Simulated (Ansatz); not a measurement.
```xyz
24
Lattice="9.8184 0.0000 0.0000 0.0000 0.0000 -9.8184 0.0000 9.8184 0.0000" Properties=species:S:1:pos:R:3 pbc="T T T"
Sr    1.2320    1.2320   -6.1412
Sr    6.1412    6.1412   -6.1412
Sr    6.1412    1.2320   -1.2320
Sr    1.2320    6.1412   -1.2320
Sr    1.2320    3.6772   -8.5864
Sr    6.1412    8.5864   -8.5864
Sr    6.1412    3.6772   -3.6772
Sr    1.2320    8.5864   -3.6772
Sr    3.6772    1.2320   -8.5864
Sr    8.5864    6.1412   -8.5864
Sr    8.5864    1.2320   -3.6772
Sr    3.6772    6.1412   -3.6772
Sr    3.6772    3.6772   -6.1412
Sr    8.5864    8.5864   -6.1412
Sr    8.5864    3.6772   -1.2320
Sr    3.6772    8.5864   -1.2320
Nb    4.9092    0.0000   -4.9092
Nb    0.0000    4.9092   -4.9092
Nb    0.0000    0.0000    0.0000
Nb    4.9092    4.9092    0.0000
O     7.3638    2.4546   -7.3638
O     2.4546    7.3638   -7.3638
O     2.4546    2.4546   -2.4546
O     7.3638    7.3638   -2.4546
```

Space group F-43m; a structure generated by program, which may or may not match a known phase; spin-polarised.

These are results of DFT PBE, scalar-relativistic, plane waves, PAW (Ansatz 0.2.0), not measurements.

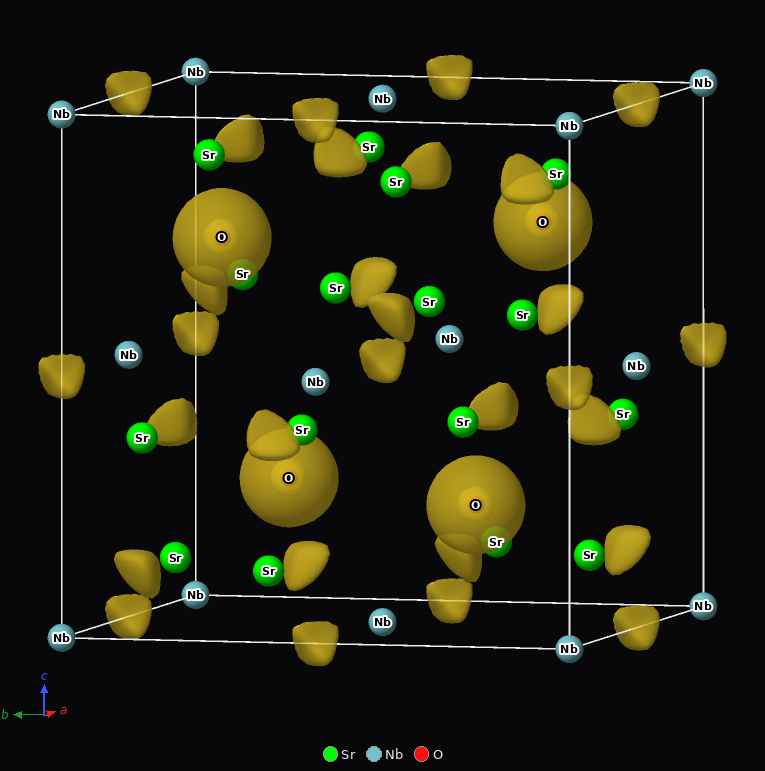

Sr₄NbO. Isosurface of the ELF at 0.7 (yellow), seen at an oblique angle. Only the valence region is drawn (cores and ρ < 0.01 e/Å³ removed).

In a PAW calculation such maps are meaningful between the atoms, not at the nuclei.

**What do the ELF domains correspond to?**

The ELF exceeds this value in four regions wrapped around O (the valence shell of each) and 20 pockets between the atoms, centred on no nucleus (multi-centre or interstitial), counted in one cell of 24 atoms. Regions shared between cells count once. Profiles from the grid: Sr–Sr (3.46 Å): the ELF is about 0.15 at the midpoint: no localised pair shows between them. Sr–Nb (4.07 Å): the ELF is about 0.50 at the midpoint: no shared electron pair shows on this line.

**How are the moments arranged in this solution?**

Parallel moments, as they must be, since the calculation's own cell holds one magnetic site; site moments Nb: +3.3 μB (×4) in one cell of 24 atoms, with smaller moments on Sr (up to +0.05 μB) and O (up to −0.25 μB).
